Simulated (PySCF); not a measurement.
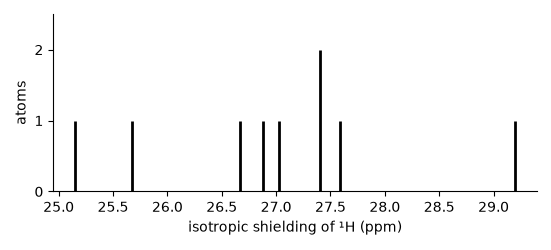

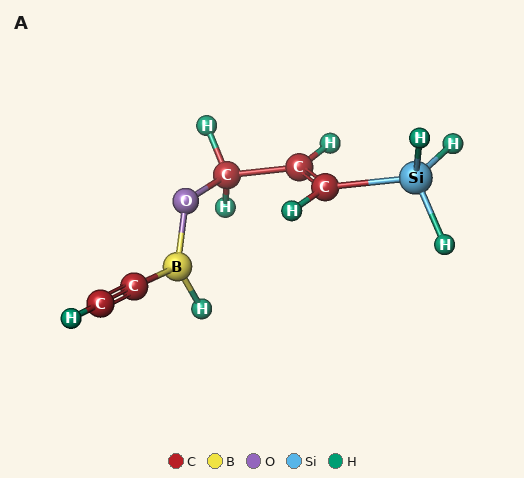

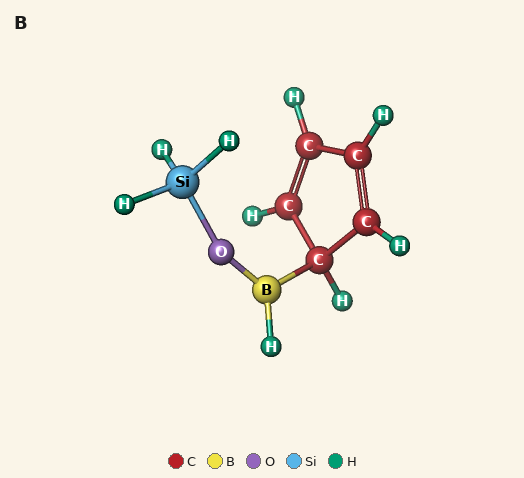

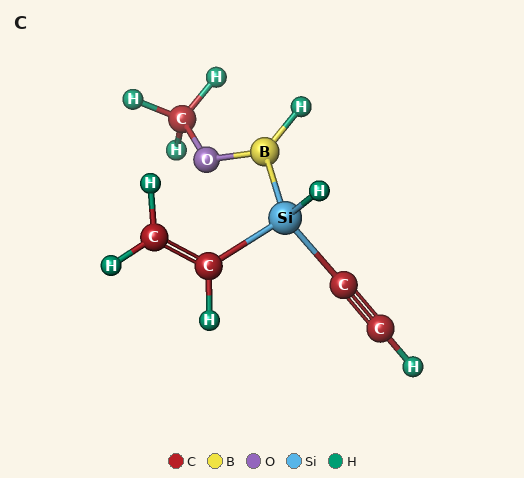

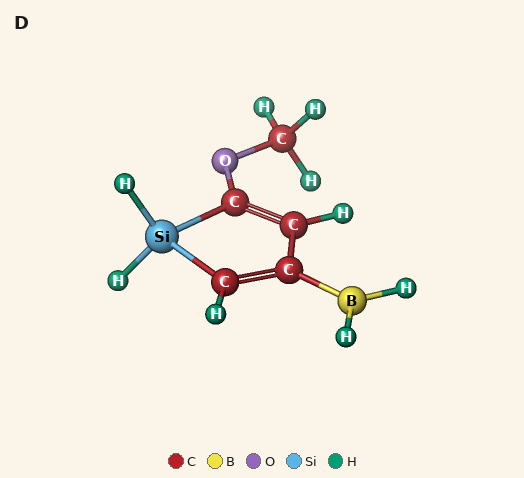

The sticks are computed shieldings of one of the molecules, for one fixed geometry (GFN2-xTB) without averaging over rotations. Low shielding means a high chemical shift. Method: GIAO PBE0/pcSseg-1 NMR shielding, non-relativistic, gas phase (PySCF 2.14.0).

Question: Which molecule gives this pattern?

Answer: A, `C#CBOC/C=C/[SiH3]`. Its 9 H atoms give lines at 25.15, 25.68, 26.67, 26.88, 27.03, 27.40 (2 atoms), 27.59, 29.20 ppm.

The geometry is semi-empirical. Around B, Si such bond lengths and angles can be off by a tenth of an ångström or more and by several degrees, and values that hang on the shape move with them.
